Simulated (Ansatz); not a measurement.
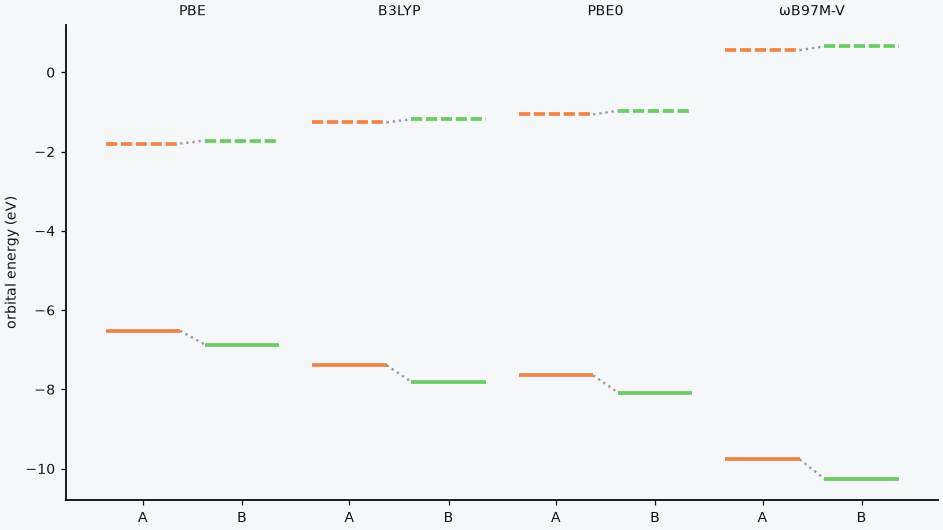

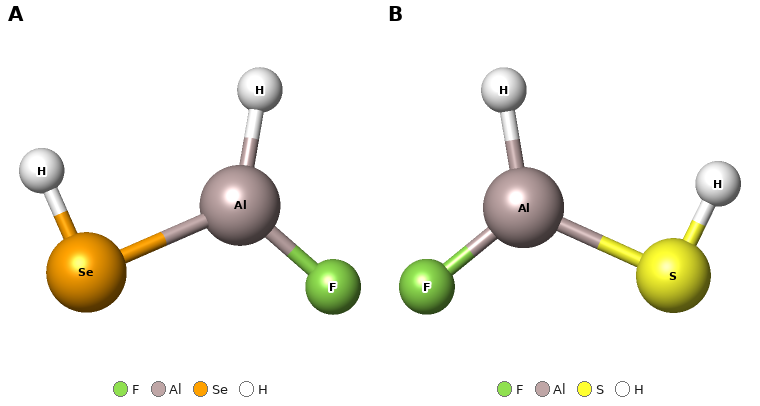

One change: A, AlH₂SeF (SMILES [F][AlH][SeH]), becomes B, AlH₂SF (SMILES [F][AlH][SH]). SeH on Al is replaced by SH. HOMO (solid) and LUMO (dashed) computed in def2-TZVPP at PBE0-D4/def2-TZVP geometries, both minima by their frequencies, gas phase, the Ansatz code 0.2.0. Empty levels above zero depend strongly on the basis.

What does the change do to HOMO and LUMO?

Answer. PBE: the HOMO falls by 0.35 eV, the LUMO rises by 0.08 eV, and the separation goes from 4.72 to 5.15 eV. B3LYP: the HOMO falls by 0.42 eV, the LUMO rises by 0.08 eV, and the separation goes from 6.13 to 6.63 eV. PBE0: the HOMO falls by 0.44 eV, the LUMO rises by 0.09 eV, and the separation goes from 6.58 to 7.11 eV. ωB97M-V: the HOMO falls by 0.49 eV, the LUMO rises by 0.09 eV, and the separation goes from 10.33 to 10.92 eV.

Do the functionals agree on the effect?

Answer. They agree on the direction for both levels; the HOMO shift lies between −0.49 and −0.35 eV and the LUMO shift between 0.08 and 0.09 eV, while the separations themselves differ by up to 5.8 eV between functionals.
